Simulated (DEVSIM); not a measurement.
Structure: GaAs n-i-p diode, at 400 K.

```tsv
layer (left to right)	material	thickness (μm)	Nd (cm⁻³)	Na (cm⁻³)	τn (s)	τp (s)
1	GaAs	0.290	1.6e17	-	1.9e-9	1.9e-9
2	GaAs	48.0	-	1.4e13	1.9e-9	1.9e-9
3	GaAs	2.20	-	1.4e17	1.9e-9	1.9e-9
```

Left contact: ohmic. Right contact: ohmic. Voltage is applied to the left contact. Recombination: SRH at mid-gap, radiative, Auger. Mobility is constant in doping.

Constants are typed, rounded textbook-type inputs, not results; the design itself was drawn at random and stands for no fabricated device. Values at 300 K; Nc and Nv go as T^1.5, mobilities as T to minus their exponent, the gap by Varshni's rule with the affinity fixed.

```tsv
parameter	GaAs
gap (eV)	1.424
affinity (eV)	4.07
permittivity	12.9
Nc (cm⁻³)	4.7e17
Nv (cm⁻³)	9e18
μn (cm²/Vs)	8500
μp (cm²/Vs)	400
T exponent of μn	2.1
T exponent of μp	2.2
B (cm³/s)	2e-10
Cn (cm⁶/s)	1e-30
Cp (cm⁶/s)	1e-30
Varshni α (eV/K)	0.000541
Varshni β (K)	204
```

Simulated with DEVSIM: 1D drift-diffusion, Boltzmann statistics, complete ionisation; no tunnelling, impact ionisation, image-force lowering or self-heating.

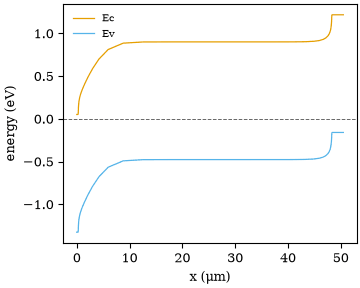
Fig. 1. Band edges at zero bias

Energies count from the Fermi level of the right contact; mesh points crowd at the junctions.

```csv
x (μm),Ec (eV),Ev (eV),n (cm⁻³),p (cm⁻³),field (V/cm)
0.000,0.052,-1.325,1.6e17,280,≈ 0
0.04593,0.052,-1.325,1.6e17,280,≈ 0
0.1564,0.052,-1.325,1.6e17,280,≈ 0
0.2561,0.055,-1.323,1.5e17,300,2200
0.3085,0.121,-1.256,2.1e16,2100,14000
0.3992,0.196,-1.181,2.5e15,18000,5200
0.6832,0.282,-1.096,2.1e14,220000,2100
2.153,0.493,-0.884,4.4e11,1.0e8,1200
5.940,0.812,-0.565,4.3e7,1.0e12,480
18.04,0.901,-0.476,3200000,1.4e13,≈ 0
37.69,0.901,-0.476,3200000,1.4e13,≈ 0
45.96,0.917,-0.460,2000000,2.2e13,130
47.56,0.971,-0.407,430000,1.0e14,780
48.06,1.040,-0.337,57000,7.8e14,2600
48.26,1.137,-0.241,3500,1.3e16,11000
48.30,1.199,-0.178,570,7.8e16,14000
48.37,1.219,-0.159,320,1.4e17,110
48.57,1.219,-0.158,320,1.4e17,≈ 0
49.56,1.219,-0.158,320,1.4e17,≈ 0
50.19,1.219,-0.158,320,1.4e17,≈ 0
50.41,1.219,-0.158,320,1.4e17,≈ 0
50.49,1.219,-0.158,320,1.4e17,≈ 0
```
